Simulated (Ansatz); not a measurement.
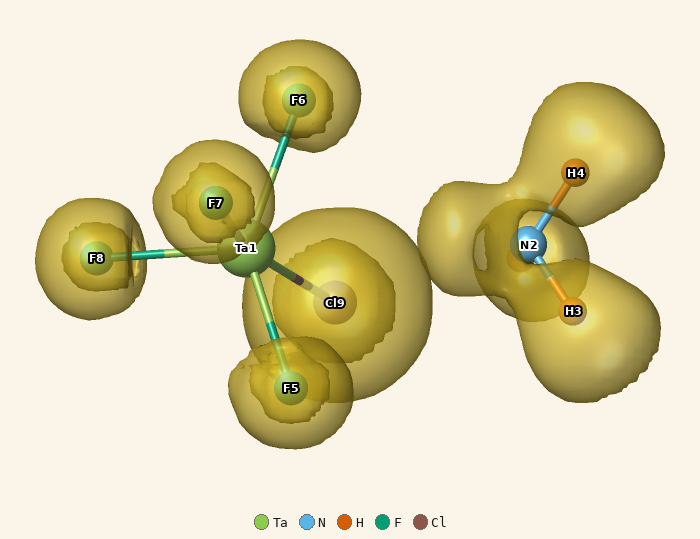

ClF$_{4}$Ta···NH$_{3}$. Isosurface of the electron localisation function at 0.8 (yellow), seen from one side. Only the valence region is drawn (cores and ρ < 0.01 e/Å³ removed).

Core potentials replace the inner electrons of Ta; not at a stationary point (largest force 1.3 eV/Å).

These are results of RKS B3LYP-D4/def2-SVP (Ansatz 0.2.0), not measurements.

The calculation's input:

```
crystal:
  periodic: [false, false, false]
  atoms:
    - { symbol: Ta, position_ang: [0.0, 0.0, 0.0] }
    - { symbol: "N", position_ang: [2.51, 0.0, 0.0] }
    - { symbol: H, position_ang: [3.04, -0.5118, 0.762] }
    - { symbol: H, position_ang: [3.04, 0.5118, -0.762] }
    - { symbol: F, position_ang: [0.0, 0.0, 1.93] }
    - { symbol: F, position_ang: [0.0, 0.0, -1.93] }
    - { symbol: F, position_ang: [-0.965, 1.6714, 0.0] }
    - { symbol: F, position_ang: [-0.965, -1.6714, 0.0] }
    - { symbol: Cl, position_ang: [0.8734, -2.2249, 1.3999] }
    - { symbol: H, position_ang: [2.1754, -1.1755, 0.7396] }
basis:
  gaussian: { orbitals: def2-SVP }
hamiltonian:
  xc: b3lyp
  dispersion: d4
relax:
  f_tol: 0.15
  max_steps: 25
  restrain:
    - { distance: [0, 8], at: 2.47, k: 30.0 }
    - { distance: [9, 1], at: 1.06, k: 30.0 }
    - { distance: [0, 1], at: 3.36, k: 30.0 }
    - { distance: [9, 8], at: 2.57, k: 30.0 }
output:
  orbitals: {}
```

Launched as:

```sh
ansatz run input.yaml --threads 4 --pin off --max-ram 5120MiB --backend cpu --events-out ev --progress --plain --runs-dir out
```

The fields are those of the run's last geometry, not of the input's.

**Identify the bonds, lone pairs and shells in this picture.**

The ELF exceeds this value in one region wrapped around Cl (its valence shell), four regions wrapped around F (the valence shell of each) and one joined region spread over several atoms (H, N), in which their bonds and any lone pairs are merged. Profiles from the grid: Ta1···N2 (3.33 Å): the ELF dips to about 0 between them. Ta–F (1.85 Å): the ELF peaks at about 0.85 in the valence shell of F, 0.5 Å from its nucleus, and drops to about 0.25 between the two atoms.
